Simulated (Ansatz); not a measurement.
# C₂F₂HfN₂O₂: shape, modes and thermochemistry

Aim: relax C₂F₂HfN₂O₂ from a cheap starting geometry, check the end point by its vibrations and derive ideal-gas thermochemistry, and look at its orbitals and charge.

Computed with Ansatz 0.2.0, Gaussian basis. Level: RKS PBE0-D4/def2-TZVP.

Plan: relaxation at PBE0-D4/def2-TZVP; harmonic vibrations at the same level; a single point in def2-TZVPP for the fields.

**1. Starting geometry**

SMILES `O=C=[N][Hf]([F])([F])[N]=C=O`, 9 atoms, charge 0, spin multiplicity 1.

Atoms are counted from 1 here; the program's logs count them from 0.

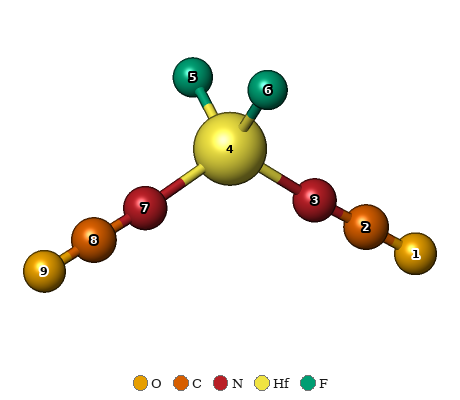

The starting geometry (oxygen amber, carbon orange, nitrogen red, hafnium yellow, fluorine teal); atoms are numbered from 1 in the order of the file.

The start is a GFN2-xTB geometry. Hf takes the def2 core potential; no spin-orbit term is included.

**2. Geometry optimisation, PBE0-D4/def2-TZVP**

The input, in.yaml:

```yaml
crystal:
  periodic: [false, false, false]
  atoms:
    - {symbol: O, position_ang: [4.004180, -0.629710, -0.367850]}
    - {symbol: C, position_ang: [2.887830, -0.332900, -0.386890]}
    - {symbol: N, position_ang: [1.728730, -0.036670, -0.393460]}
    - {symbol: Hf, position_ang: [-0.211890, 0.546020, -0.497120]}
    - {symbol: F, position_ang: [-0.784390, 0.396680, -2.263390]}
    - {symbol: F, position_ang: [-0.293520, 2.392830, -0.268380]}
    - {symbol: N, position_ang: [-1.595230, -0.317000, 0.710330]}
    - {symbol: C, position_ang: [-2.455780, -0.781630, 1.399150]}
    - {symbol: O, position_ang: [-3.279920, -1.237610, 2.067610]}
basis:
  gaussian: {orbitals: def2-TZVP}
hamiltonian: {xc: pbe0, dispersion: d4}
relax: {f_tol: 0.005, max_steps: 150}
```

Command:

```console
$ ansatz run in.yaml --threads 4 --pin off --events-out ev --progress --plain --max-ram 11315MiB
```

Further steps of the session: Vibrations by finite differences; A single point for the fields.

Q: Predict the results of all the runs planned. Wanted: point group; shift from the start; total energy; dispersion term; dipole moment; lowest, highest wavenumber; zero-point energy; HOMO, LUMO.

**Answer**, as computed:

```
                  quantity            value
               point group              C2v
                     steps                9
shift from the start (rms)          0.216 Å
              total energy   -15887.4423 eV
           dispersion term         -185 meV
             dipole moment           0.44 D
lowest, highest wavenumber    28, 2384 cm⁻¹
         zero-point energy      80.4 kJ/mol
       entropy at 298.15 K  456.0 J/(mol K)
                HOMO, LUMO  -9.16, -1.78 eV
```

In words: The relaxed geometry lies 0.22 Å (rms) from the start; the bond that changed most is Hf4–F6, from 1.863 to 1.895 Å. All wavenumbers are real, so the end point is a minimum. The stiffest mode, 2384 cm⁻¹, is a C–O and C–N stretch, and 9 modes under 200 cm⁻¹ make the vibrational entropy uncertain. Harmonic hybrid wavenumbers usually lie a few per cent above measured fundamentals. The largest Mulliken charge, +1.59 e, sits on Hf4. The HOMO lies mostly on N3, N7 about 28 % each; O1, O9 about 17 % each and the LUMO on Hf4 45 %; C2, C8 about 10 % each.
